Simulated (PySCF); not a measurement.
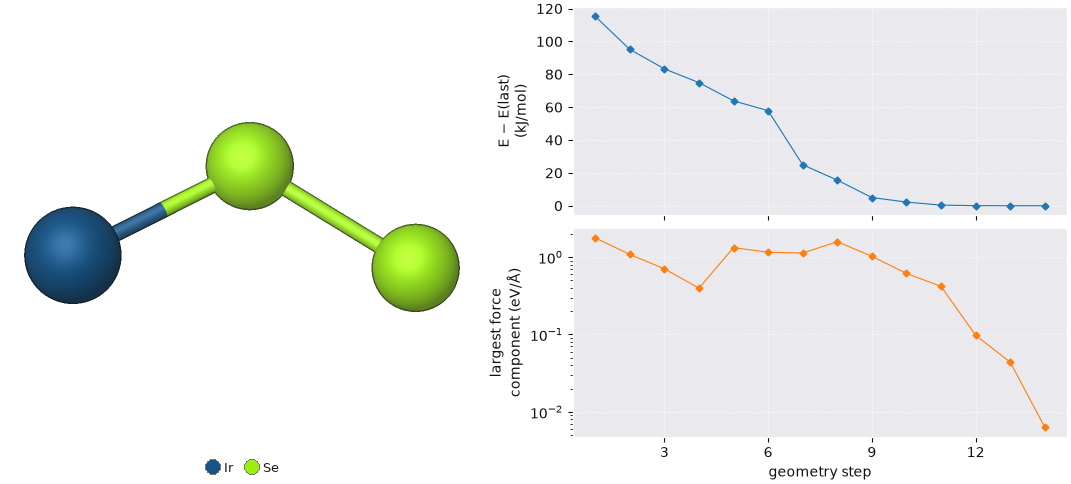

Beside the plot: the molecule at the start.

History of a geometry optimisation. The start has point group Cs, which is kept, and the end C2v. A held symmetry can leave a saddle point.

IrSe2 molecule, multiplicity 4; UKS-based PBE, Ir def2-SVP with ECP60, Se def2-SVP; non-relativistic Hamiltonian with scalar-relativistic core potentials; density fitting in PySCF 2.14.0.

### How did it end, and what did it gain?

The optimisation met its thresholds at geometry 14, counting the start as the first. The energy fell by about 120 kJ/mol from the first step to the last. The largest force component goes from about 1.8 eV/Å at the start to 6 × 10⁻³ eV/Å at the end.

### By which step was nine tenths of the energy gained?

By step 9 of 14.
